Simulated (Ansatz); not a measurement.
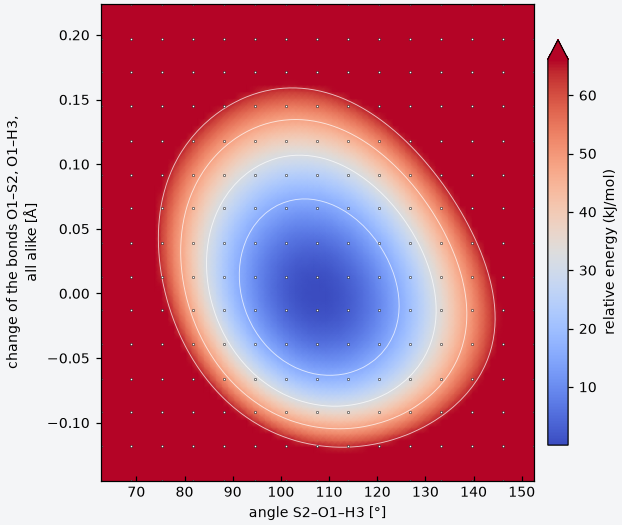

HOS, SMILES O[S], spin multiplicity 2. First axis: angle S2–O1–H3. Second axis: change of the bonds O1–S2, O1–H3, all alike. Nothing is relaxed (all other coordinates rigid). The scan uses a 15 × 15 grid. Points are written as (first, second). All energies are given in kJ/mol relative to the relaxed molecule at the same level. The calculation used UKS PBE-D4/def2-TZVP (Ansatz 0.2.0).

Drawn: a smooth colour map with a few white contour lines, dots at the grid points, one colour for all values above the top of the scale. Between grid points the surface is interpolated.

Where is the minimum, and how stiff is the well along each coordinate?

Answer. The interpolated minimum is at angle S2–O1–H3 ≈ 107.6°, the second coordinate ≈ 0.000 Å. The curvatures there are about 4.2 eV/rad² and 74 eV/Å², with a cross term of about 2.8 eV/(rad·Å). Round the minimum the valley is somewhat tilted: raising angle S2–O1–H3 shifts the best value of the second coordinate downwards (coupling k₁₂/√(k₁₁k₂₂) about 0.2). (1 eV is 96.5 kJ/mol.)
